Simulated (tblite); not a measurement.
C₃H₈AlN: polarizability calculation

The run: polarizability calculation of C₃H₈AlN. Method and program: GFN1-xTB, R-SCC (tblite 0.8.0).

The geometry comes from this level: GFN2-xTB.

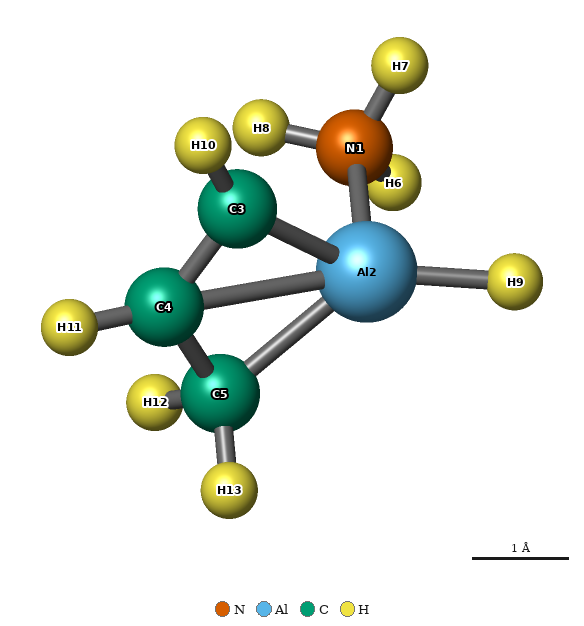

*The structure (ball-and-stick view, seen at a tilt; atoms are numbered from 1 in the order of the input). Sticks mark near contacts.*

Input file (xtb_job.py)
```python
# GFN1-xTB finite-field polarizability
import json
import numpy as np
from tblite.interface import Calculator
from tblite.library import ffi
from tblite.interface import symbols_to_numbers

symbols = list(map(str, np.loadtxt("start.xyz", skiprows=2, usecols=0, dtype=str, ndmin=1)))
numbers = np.array(symbols_to_numbers(symbols))
positions = np.loadtxt("start.xyz", skiprows=2, usecols=(1, 2, 3), ndmin=2) / 0.5291772

def dipole(field):
    xtb = Calculator("GFN1-xTB", numbers, positions, charge=0, uhf=0)
    xtb.set("verbosity", 0)
    xtb.set("accuracy", 0.01)
    xtb.add("electric-field", ffi.new("double[3]", list(field)))
    return xtb.singlepoint()

F = 0.001  # field step, atomic units
res = dipole([0.0, 0.0, 0.0])
alpha = np.array([(dipole(F * v).get('dipole') - dipole(-F * v).get('dipole')) / (2 * F) for v in np.eye(3)])
print(f"E = {res.get('energy'):.8f} Eh")
print("polarizability tensor (bohr^3)")
for row in alpha:
    print("".join(f"{v:12.4f}" for v in row))
w = np.linalg.eigvalsh((alpha + alpha.T) / 2)
print("principal values", np.round(w, 3), " isotropic %.3f" % w.mean())
out = {k: np.asarray(res.get(k)).tolist() for k in ("energy", "gradient", "charges", "dipole", "orbital-energies", "orbital-occupations")}
out.update(symbols=symbols, positions=(positions * 0.529177210903).tolist(), alpha=alpha.tolist())
json.dump(out, open("results.json", "w"))
```

File start.xyz
```
13

N     -1.927870     0.285960     0.471320
Al     0.111260     0.490360     0.870180
C      0.879410    -1.291890     0.474220
C      1.343410    -0.755670    -0.671130
C      1.013950     0.706640    -0.912330
H     -2.414710     1.167440     0.332490
H     -2.364940    -0.202930     1.248230
H     -2.038810    -0.281320    -0.364790
H     -0.105310     1.382410     2.129020
H      1.108370    -2.327180     0.711100
H      1.920550    -1.293670    -1.419120
H      0.530460     0.834890    -1.889600
H      1.944240     1.284960    -0.979580
```

Launched with:
```bash
python xtb_job.py
```

What the program printed
```
E = -15.08398038 Eh
polarizability tensor (bohr^3)
     39.8492     -3.7320    -12.1480
     -3.7321     45.7410      0.5509
    -12.1482      0.5506     55.1653
principal values [32.459 46.105 62.191]  isotropic 46.919
```

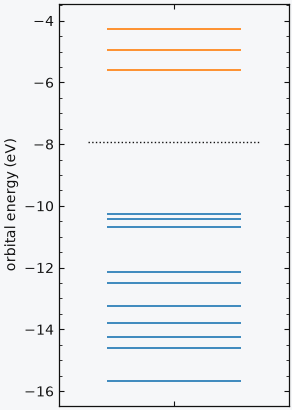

*Orbital energies near the frontier; the dotted line parts filled from empty levels, and levels within 0.02 eV of each other stand side by side.*

Highest filled −10.25 eV, lowest empty −5.61 eV, 4.64 eV apart.

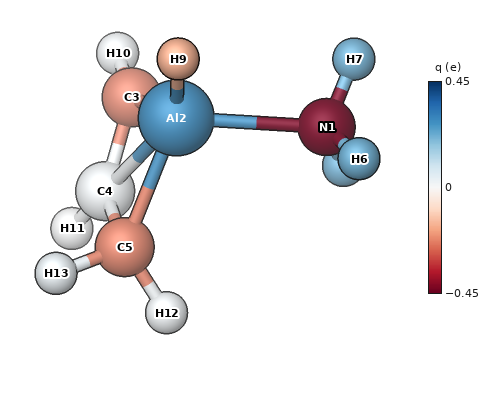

*Mulliken charges, as the colour of each atom (ball-and-stick view, seen at a tilt; atoms are numbered from 1 in the order of the input).*

By element: N −0.43, Al +0.28, C −0.24 to +0.02 and H −0.15 to +0.22 e.

Results in brief

| quantity | value |
| --- | --- |
| outcome | converged |
| total energy | −15.083980 hartree |
| basis functions | 41 |
| largest force | 0.612 eV/Å |
| HOMO | −10.25 eV |
| LUMO | −5.61 eV |
| dipole moment | 5.88 D |
| hardware | 1 thread of AMD EPYC (Zen 4), 64 GiB of memory available, shared host |
| peak memory | 0.067 GiB |
